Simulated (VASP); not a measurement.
Band structure of Ta2Si (relaxed from the Fe2P structure, space group P-62m). Method: PBEsol GGA, VASP's PBE PAW potentials (set 64) (plane waves; VASP 6.6.1).

Unless said otherwise, spin-orbit coupling is left out, though it shifts the bands of the heavy elements here.

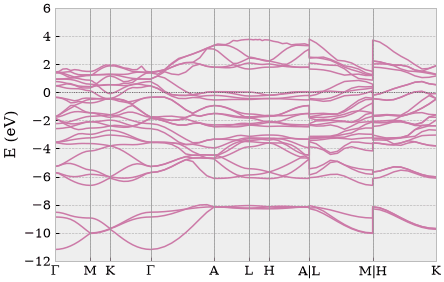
Figure. Bands along high-symmetry lines, zero at the valence-band maximum or, without a gap, the Fermi level

Task: Read the plot: is there a gap, and where are the band edges?

Result: It has no gap at this level: it comes out as a metal or semimetal. (Edges off the drawn lines would not show.)

The structure was generated: Ta2Si was put into the Fe2P type (P-62m), which need not be its known phase. It was relaxed first, which changed the volume by -9 %.
